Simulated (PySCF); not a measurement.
**C₃H₈O₂Si: electronic excitations at several levels of theory**

How much do the electronic excitations of C₃H₈O₂Si (`[SiH3]OC1COC1`) depend on the level of theory, and what does each level cost?

Computed with PySCF 2.14.0, with density-fitted response routines of our own, on a single molecule in the gas phase. Atoms count from 0, in the outputs and in this text.

### Step 1. The molecule as given

14 atoms, charge 0, multiplicity 1; geometry from: GFN2-xTB. The atoms were then displaced at random by about 0.01 Å, so the start is not that level's minimum.

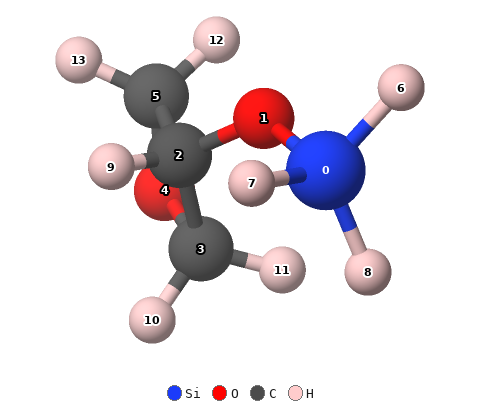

The starting geometry (silicon blue, oxygen red, carbon dark grey, hydrogen pink), atoms numbered; sticks join atoms by distance.

### Step 2. Geometry optimisation at PBE0-D3(BJ)/def2-SVP

The job: settings as JSON, then the geometry in Å.

```
{"job": {"xc": "PBE0", "basis": "def2-SVP", "d3": "d3bj", "grid": 1, "shake": 0.01, "kind": "geom"}, "charge": 0, "multiplicity": 1}
Si     2.292410     0.010760     0.509340
O      0.833540     0.327770    -0.203110
C     -0.433910     0.448260     0.353160
C     -1.049650    -0.830560     0.873960
O     -2.206900    -0.631210     0.008650
C     -1.581160     0.482550    -0.641410
H      3.119380     0.061640    -0.680290
H      2.606300     1.084900     1.479540
H      2.269620    -1.247230     1.221620
H     -0.436100     1.269270     1.096700
H     -1.373870    -0.859150     1.940610
H     -0.525940    -1.738490     0.617890
H     -1.298670     0.233500    -1.667010
H     -2.222210     1.372920    -0.637350
```

Launch:

```console
$ OMP_NUM_THREADS=1 python probes_run.py task.json out
```

The driver reads the jobs from task.json and runs them one after another.

Standard output:

```text
step   0  E = -558.32982494  max force = 0.042022
step   1  E = -558.33673893  max force = 0.004571
step   2  E = -558.33696405  max force = 0.001326
step   3  E = -558.33699100  max force = 0.000751
step   4  E = -558.33701519  max force = 0.000897
step   5  E = -558.33703468  max force = 0.001081
step   6  E = -558.33705870  max force = 0.001117
step   7  E = -558.33707019  max force = 0.000967
step   8  E = -558.33707366  max force = 0.000463
step   9  E = -558.33707294  max force = 0.000268
optimisation converged
```

Wall time 1.8 min (1 thread of Arm Neoverse N1, shared host); peak memory 0.5 GiB.

Step by step:

| step | energy from step 0 (eV) | largest force component (eV/Å) |
| --- | --- | --- |
| 0 | 0.0000 | 2.1609 |
| 1 | -0.1881 | 0.2351 |
| 2 | -0.1943 | 0.0682 |
| 3 | -0.1950 | 0.0386 |
| 4 | -0.1957 | 0.0461 |
| 5 | -0.1962 | 0.0556 |
| 6 | -0.1968 | 0.0574 |
| 7 | -0.1972 | 0.0497 |
| 8 | -0.1972 | 0.0238 |
| 9 | -0.1972 | 0.0138 |

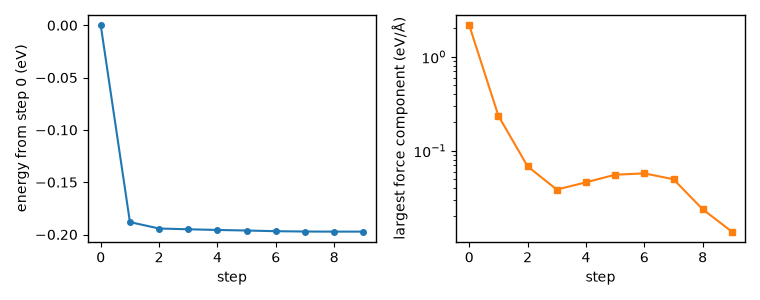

Energy and force, step by step.

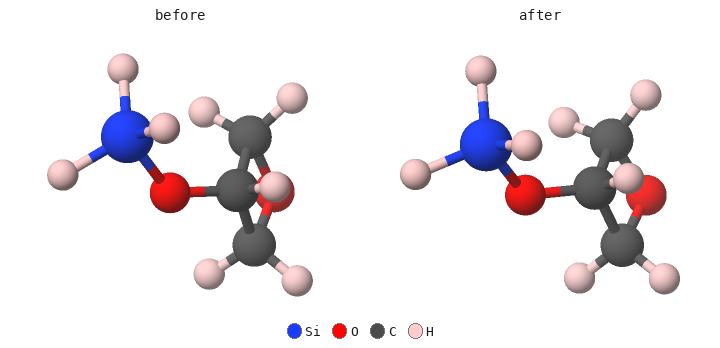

Before and after, at one scale.

Distances of close pairs at the start and the end, largest changes first:

| bond | before (Å) | after (Å) | change (Å) |
| --- | --- | --- | --- |
| Si0–H8 | 1.446 | 1.496 | +0.050 |
| Si0–H6 | 1.450 | 1.486 | +0.036 |
| C3–O4 | 1.459 | 1.423 | -0.036 |
| C3–H11 | 1.079 | 1.106 | +0.027 |
| C2–C3 | 1.512 | 1.537 | +0.025 |
| Si0–O1 | 1.654 | 1.670 | +0.016 |
| Si0–H7 | 1.481 | 1.497 | +0.015 |
| C5–H12 | 1.093 | 1.105 | +0.013 |

The final coordinates are the input of the step that follows.

| at the end point | value |
| --- | --- |
| point group (found at 0.08 Å tolerance) | C1 |
| rotational constants (GHz, main isotopes) | 9.150, 1.478, 1.356 |
| dipole moment (D) | 1.89 |

### Step 3. Ultraviolet spectrum: PBE0/def2-TZVP

The job: settings as JSON, then the geometry in Å.

```
{"job": {"kind": "uv", "xc": "PBE0", "basis": "def2-TZVP"}, "charge": 0, "multiplicity": 1}
Si     2.304484     0.075482     0.411880
O      0.805350     0.166400    -0.318513
C     -0.388832     0.340338     0.374350
C     -1.153658    -0.915482     0.822621
O     -2.325523    -0.486374     0.138918
C     -1.620372     0.572592    -0.502394
H      3.306294     0.034415    -0.685006
H      2.522118     1.273107     1.282534
H      2.420115    -1.153196     1.257723
H     -0.282640     1.090540     1.180211
H     -1.320443    -1.056119     1.904339
H     -0.720967    -1.840280     0.396585
H     -1.403877     0.365272    -1.566395
H     -2.137182     1.542860    -0.414189
```

Level: TDDFT PBE0/def2-TZVP, vertical, gas phase, core orbitals frozen in the response.

Standard output:

```text
coarse grid: 12016 points
cycle   1  E = -558.6260278971  dE =  7.340e-01  |g| = 8.201e-01  |ddm| = 2.719e+00
cycle   2  E = -558.4131392495  dE =  2.129e-01  |g| = 1.356e+00  |ddm| = 2.260e+00
cycle   3  E = -558.7432118265  dE = -3.301e-01  |g| = 7.455e-02  |ddm| = 1.647e+00
cycle   4  E = -558.7439639365  dE = -7.521e-04  |g| = 4.087e-02  |ddm| = 8.473e-02
cycle   5  E = -558.7442809304  dE = -3.170e-04  |g| = 1.371e-02  |ddm| = 4.774e-02
cycle   6  E = -558.7443107189  dE = -2.979e-05  |g| = 3.955e-03  |ddm| = 1.301e-02
cycle   7  E = -558.7443136458  dE = -2.927e-06  |g| = 4.433e-04  |ddm| = 2.615e-03
final grid: 110944 points
cycle   8  E = -558.7390529436  dE = -4.153e-05  |g| = 1.267e-02  |ddm| = 4.933e-02
cycle   9  E = -558.7390126141  dE =  4.033e-05  |g| = 1.978e-02  |ddm| = 2.071e-02
cycle  10  E = -558.7390803723  dE = -6.776e-05  |g| = 1.083e-03  |ddm| = 1.435e-02
cycle  11  E = -558.7390806086  dE = -2.363e-07  |g| = 2.870e-04  |ddm| = 1.537e-03
cycle  12  E = -558.7390806270  dE = -1.840e-08  |g| = 3.513e-05  |ddm| = 2.925e-04
cycle  13  E = -558.7390806272  dE = -2.225e-10  |g| = 1.205e-05  |ddm| = 4.469e-05
converged SCF energy = -558.7390806272

Static polarisability (au): isotropic 66.564, principal 59.303 65.827 74.562

Singlet excitations
state   eV       nm        f      main configurations
  1   6.4483    192.3   0.00479   H->L 0.92
  2   6.7734    183.0   0.00107   H-1->L 0.95
  3   7.2961    169.9   0.00409   H->L+2 0.75, H->L+4 0.13
  4   7.4913    165.5   0.02680   H-2->L 0.92
  5   7.6568    161.9   0.00109   H->L+1 0.86
  6   7.9720    155.5   0.00672   H->L+5 0.46, H->L+4 0.19, H->L+2 0.10
  7   8.0431    154.1   0.00362   H-1->L+1 0.82
  8   8.1585    152.0   0.01333   H->L+5 0.39, H->L+4 0.35, H->L+6 0.10
  9   8.2142    150.9   0.00604   H->L+3 0.83, H->L+4 0.12
 10   8.2236    150.8   0.00193   H-3->L 0.84

Triplet excitations (Tamm-Dancoff, eV): 6.2547 6.4916 6.9715 7.1567
```

It took 73 s on 1 thread of Arm Neoverse N1, shared host; peak memory 0.9 GiB.

The orbitals next to the gap, with their largest atomic shares:

| orbital | eV | atoms |
| --- | --- | --- |
| HOMO−3 | -9.56 | Si0 28 %, H7 19 %, O4 18 % |
| HOMO−2 | -8.71 | O1 28 %, O4 17 %, C2 17 % |
| HOMO−1 | -8.13 | O1 37 %, C2 14 %, C3 14 % |
| HOMO | -7.38 | O4 55 %, C3 11 %, C5 11 % |
| LUMO | 0.05 | Si0 73 %, C2 6 %, O1 5 % |
| LUMO+1 | 1.27 | Si0 62 %, H6 7 %, C2 6 % |
| LUMO+2 | 1.50 | C3 16 %, C5 16 %, H9 12 % |

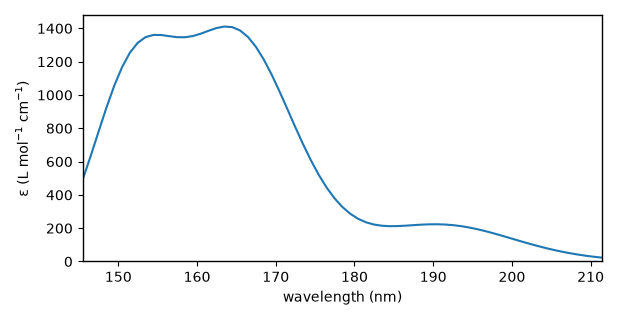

Absorption spectrum: each of the 10 states is a Gaussian band of 0.4 eV half-width at 1/e. Beyond the last state computed it falls off for lack of states.

Ground-state properties from the same run:

| property | computed |
| --- | --- |
| dipole moment (D) | 1.71 |
| polarisability (Å³) | 9.86 |
| HOMO–LUMO gap (eV) | 7.42 |
| −ε(HOMO) (eV) | 7.38 |

### Step 4. Ultraviolet spectrum: PBE0/aug-cc-pVDZ

Settings changed since step 3:

```diff
@@ -1,2 +1,2 @@
-{"job": {"kind": "uv", "xc": "PBE0", "basis": "def2-TZVP"}, "charge": 0, "multiplicity": 1}
+{"job": {"kind": "uv", "xc": "PBE0", "basis": "aug-cc-pVDZ"}, "charge": 0, "multiplicity": 1}
 Si     2.304484     0.075482     0.411880
```

With the program's defaults for keys left out, this is: TDDFT PBE0/aug-cc-pVDZ, vertical, gas phase, core orbitals frozen in the response.

Standard output:

```text
coarse grid: 12016 points
cycle   1  E = -558.5289673615  dE =  7.795e-01  |g| = 7.655e-01  |ddm| = 8.608e+00
cycle   2  E = -558.3260794393  dE =  2.029e-01  |g| = 1.282e+00  |ddm| = 2.870e+00
cycle   3  E = -558.6394997173  dE = -3.134e-01  |g| = 6.483e-02  |ddm| = 1.750e+00
cycle   4  E = -558.6400977028  dE = -5.980e-04  |g| = 3.917e-02  |ddm| = 1.990e-01
cycle   5  E = -558.6404129524  dE = -3.152e-04  |g| = 1.172e-02  |ddm| = 7.346e-02
cycle   6  E = -558.6404361463  dE = -2.319e-05  |g| = 3.496e-03  |ddm| = 2.207e-02
cycle   7  E = -558.6404386759  dE = -2.530e-06  |g| = 3.453e-04  |ddm| = 7.466e-03
final grid: 110944 points
cycle   8  E = -558.6511832933  dE = -1.277e-05  |g| = 1.113e-02  |ddm| = 1.829e-01
cycle   9  E = -558.6511512795  dE =  3.201e-05  |g| = 1.725e-02  |ddm| = 4.511e-02
cycle  10  E = -558.6512073081  dE = -5.603e-05  |g| = 1.085e-03  |ddm| = 2.388e-02
cycle  11  E = -558.6512075878  dE = -2.797e-07  |g| = 1.585e-04  |ddm| = 2.546e-03
cycle  12  E = -558.6512075933  dE = -5.494e-09  |g| = 2.720e-05  |ddm| = 4.153e-04
cycle  13  E = -558.6512075934  dE = -1.662e-10  |g| = 1.248e-05  |ddm| = 1.263e-04
converged SCF energy = -558.6512075934

Static polarisability (au): isotropic 70.777, principal 62.842 69.530 79.959

Singlet excitations
state   eV       nm        f      main configurations
  1   6.1715    200.9   0.00653   H->L 0.95
  2   6.4264    192.9   0.00196   H->L+2 0.44, H->L+1 0.32, H->L+4 0.10
  3   6.5763    188.5   0.00191   H-1->L 0.86
  4   6.7624    183.3   0.00155   H->L+1 0.46, H->L+3 0.29, H->L+2 0.17
  5   6.8481    181.0   0.01272   H->L+4 0.51, H->L+3 0.21, H->L+2 0.21
  6   6.9173    179.2   0.00253   H->L+3 0.37, H->L+4 0.26, H->L+1 0.20
  7   7.1530    173.3   0.01021   H-1->L+1 0.86
  8   7.2993    169.9   0.02473   H-2->L 0.89
  9   7.3955    167.6   0.01355   H->L+5 0.49, H->L+6 0.27, H->L+7 0.09
 10   7.4673    166.0   0.01797   H-1->L+2 0.48, H-1->L+3 0.35

Triplet excitations (Tamm-Dancoff, eV): 6.0281 6.2564 6.3311 6.7031
```

Run time: 61 s. Hardware: 1 thread of Arm Neoverse N1, shared host; peak memory 0.81 GiB.

In short: HOMO -7.37 eV, LUMO -0.25 eV; lowest singlet 6.17 eV.

### Step 5. TDDFT and polarisability: PBE0/6-31+G*

Settings changed since step 4:

```diff
@@ -1,2 +1,2 @@
-{"job": {"kind": "uv", "xc": "PBE0", "basis": "aug-cc-pVDZ"}, "charge": 0, "multiplicity": 1}
+{"job": {"kind": "uv", "xc": "PBE0", "basis": "6-31+G*"}, "charge": 0, "multiplicity": 1}
 Si     2.304484     0.075482     0.411880
```

Level: TDDFT PBE0/6-31+G*, vertical, gas phase, core orbitals frozen in the response.

Standard output:

```text
coarse grid: 12016 points
cycle   1  E = -558.5561459901  dE =  7.551e-01  |g| = 7.482e-01  |ddm| = 3.790e+00
cycle   2  E = -558.3700160736  dE =  1.861e-01  |g| = 1.238e+00  |ddm| = 2.909e+00
cycle   3  E = -558.6641796153  dE = -2.942e-01  |g| = 6.067e-02  |ddm| = 2.245e+00
cycle   4  E = -558.6646955349  dE = -5.159e-04  |g| = 3.729e-02  |ddm| = 1.296e-01
cycle   5  E = -558.6649867336  dE = -2.912e-04  |g| = 1.053e-02  |ddm| = 7.059e-02
cycle   6  E = -558.6650052296  dE = -1.850e-05  |g| = 3.473e-03  |ddm| = 1.354e-02
cycle   7  E = -558.6650077380  dE = -2.508e-06  |g| = 2.684e-04  |ddm| = 4.176e-03
final grid: 110944 points
cycle   8  E = -558.6061849505  dE = -6.635e-06  |g| = 1.122e-02  |ddm| = 4.788e-02
cycle   9  E = -558.6061523448  dE =  3.261e-05  |g| = 1.738e-02  |ddm| = 2.771e-02
cycle  10  E = -558.6062096848  dE = -5.734e-05  |g| = 1.019e-03  |ddm| = 1.726e-02
cycle  11  E = -558.6062099367  dE = -2.519e-07  |g| = 1.263e-04  |ddm| = 2.012e-03
cycle  12  E = -558.6062099401  dE = -3.379e-09  |g| = 2.019e-05  |ddm| = 2.654e-04
cycle  13  E = -558.6062099402  dE = -7.196e-11  |g| = 1.302e-05  |ddm| = 6.428e-05
converged SCF energy = -558.6062099402

Static polarisability (au): isotropic 63.637, principal 57.162 62.967 70.782

Singlet excitations
state   eV       nm        f      main configurations
  1   6.2320    198.9   0.00598   H->L 0.93
  2   6.6473    186.5   0.00152   H-1->L 0.95
  3   6.6880    185.4   0.00322   H->L+2 0.76, H->L+1 0.17
  4   6.9429    178.6   0.00056   H->L+1 0.73, H->L+4 0.10, H->L+2 0.09
  5   7.1566    173.2   0.00384   H->L+3 0.64, H->L+4 0.28
  6   7.2272    171.6   0.01286   H->L+4 0.55, H->L+3 0.27
  7   7.3620    168.4   0.02692   H-2->L 0.94
  8   7.4144    167.2   0.01853   H-1->L+1 0.95
  9   7.7763    159.4   0.01611   H-1->L+2 0.83
 10   7.8055    158.8   0.01853   H->L+7 0.40, H->L+6 0.30, H->L+5 0.11

Triplet excitations (Tamm-Dancoff, eV): 6.0718 6.4092 6.5103 6.8897
```

Run time: 29 s. Hardware: 1 thread of Arm Neoverse N1, shared host; peak memory 0.7 GiB.

In short: HOMO -7.37 eV, LUMO -0.19 eV; lowest singlet 6.23 eV.

### Step 6. Side by side: electronic excitations

Excitations and ground-state properties, with basis size and wall time:

| run | lowest singlet (eV) | brightest (eV) | f | gap (eV) | α (Å³) | μ (D) | functions | time |
| --- | --- | --- | --- | --- | --- | --- | --- | --- |
| PBE0/def2-TZVP | 6.45 | 7.49 | 0.027 | 7.42 | 9.86 | 1.71 | 240 | 73 s |
| PBE0/aug-cc-pVDZ | 6.17 | 7.30 | 0.025 | 7.12 | 10.49 | 1.79 | 214 | 61 s |
| PBE0/6-31+G* | 6.23 | 7.36 | 0.027 | 7.18 | 9.43 | 2.07 | 128 | 29 s |

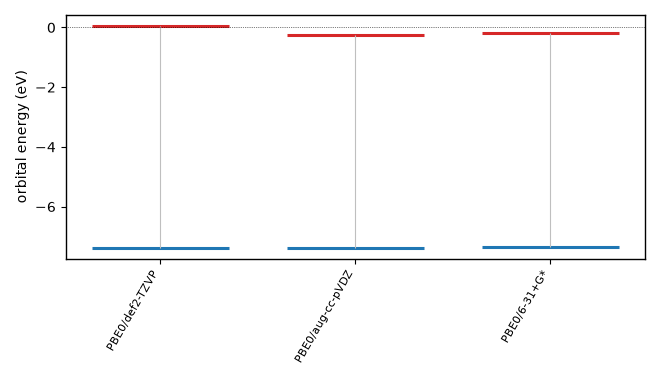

HOMO (blue) and LUMO (red) run by run.

### Step 7. Summary of results

```
                                quantity                        value
                             point group                           C1
    rotational constants (main isotopes)         9.15, 1.48, 1.36 GHz
         lowest singlet (PBE0/def2-TZVP)  6.45 eV (192 nm), f = 0.005
brightest single state of those computed  state 4, 7.49 eV, f = 0.027
                          lowest triplet                      6.25 eV
             range of the lowest singlet              6.17 to 6.45 eV
```

In words: Single values in the summary come from the first run of each kind that ended normally (PBE0/def2-TZVP), which need not be the best level. The optimisation took 9 steps and gained 0.197 eV; among the close pairs (by a distance rule), Si0–H8 changed most, from 1.446 to 1.496 Å. No frequency check was run at this level, so the end point may be a saddle. The first singlet state (HOMO→LUMO 0.92) lies at 6.45 eV and is weak; of the 10 states computed, the strongest absorption comes from state 4 at 7.49 eV. The lowest triplet lies 0.19 eV below the lowest singlet (triplets in Tamm-Dancoff, singlets in full TDDFT). States above −ε(HOMO) lie where TDDFT describes them poorly and they hang on the basis; the brightest is among them. The basis of PBE0/def2-TZVP has no diffuse functions, so Rydberg states are missing and the high states are unreliable. The lowest singlet runs from 6.17 eV (PBE0/aug-cc-pVDZ) to 6.45 eV (PBE0/def2-TZVP), while the orbital gap spans 7.12 to 7.42 eV. The lowest state need not be the same one in every run.
